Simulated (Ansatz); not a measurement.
The relaxed structure here is a generated cell of ZrS2: the first start was made by placing the elements on the sites of a structure type, and the end was not matched to a known phase here, so it may be hypothetical. Known forms of ZrS2 include space group No. 164.

One stationary structure of ZrS₂. Level of theory: PBEsol (plane waves to 420 eV, PAW, scalar-relativistic; Ansatz, a first-principles code).

I4₁/amd, origin choice 1 (No. 141), tI12, anatase type; a = 5.0450 Å, b = 5.0450 Å, c = 10.8394 Å, α = 90.00°, β = 90.00°, γ = 90.00°.

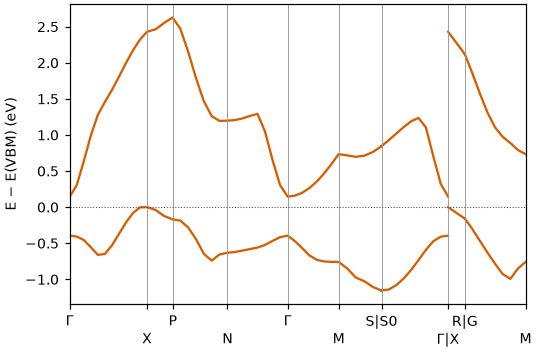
Figure: Highest filled and lowest empty band along the path of this cell's Brillouin zone

Read off the gap and say whether it is direct.

0.15 eV, indirect (valence top at X, conduction bottom at Γ) (no spin-orbit coupling).

How far does the top valence band disperse along this path?

About 1.2 eV.

No spin polarisation in the result.

The run could not lose the symmetry of its start, so the end can be a saddle point.
